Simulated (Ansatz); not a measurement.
```yaml
atoms:
  - { symbol: Cl, position_ang: [-0.1817, -0.3651, -2.1968] }
  - { symbol: H, position_ang: [0.1163, 0.8655, -2.3876] }
  - { symbol: C, position_ang: [0.0190, -0.1739, 1.5046] }
  - { symbol: N, position_ang: [0.1186, 0.0400, 2.6260] }
  - { symbol: H, position_ang: [-0.0723, -0.3664, 0.4539] }
```

Geometry: PBE0-D4/def2-TZVP.

All numbers below come from RKS PBE0-D4/def2-TZVPPD in Ansatz.

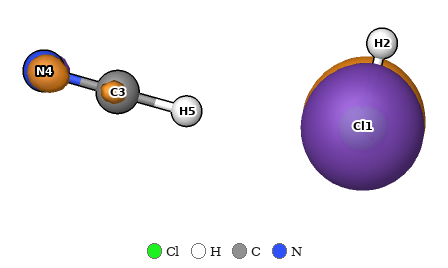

HCl···HCN (SMILES Cl.C#N). The HOMO at ±0.2 Å⁻³ᐟ² (orange and purple are the two phases), seen across its widest extent.

**Where does this orbital lie, and at what energy?**

It lies mainly on Cl1 (about 85 %); it changes sign across the molecular plane (π type). Its energy is −10.16 eV.
